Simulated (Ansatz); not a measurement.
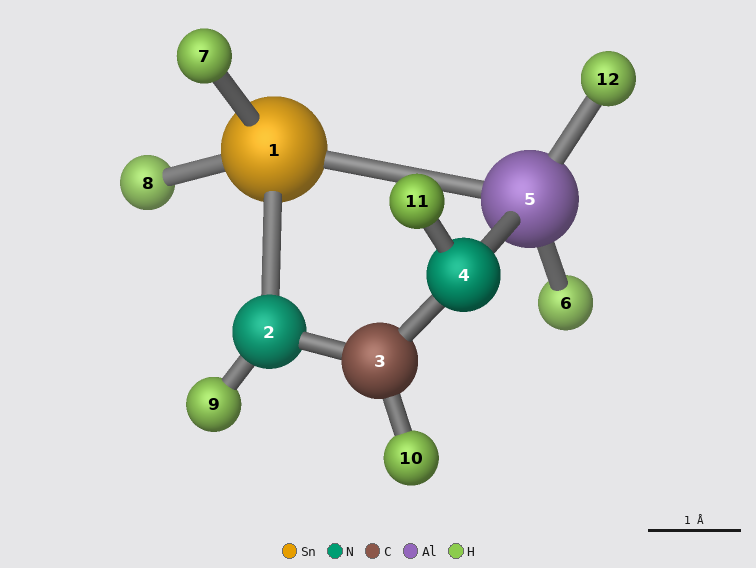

The atoms are numbered. The geometry was computed by an optimisation with PBE-D4/def2-SVP. No frequency run is at hand to confirm it as a minimum.

### How are the neighbours of atom 4 arranged?

N4 has 3 neighbours (C3 at 1.36, Al5 at 1.96, H11 at 1.04 Å); the arrangement is trigonal pyramidal.

### Describe the coordination of atom 3.

C3 has 3 neighbours (N2 at 1.31, N4 at 1.36, H10 at 1.11 Å); the arrangement is trigonal planar.

### Which bond is the longest?

Sn1–Al5, 2.851 Å.

### What is the dihedral angle N2–Sn1–Al5–N4?

32° in size, that is gauche.
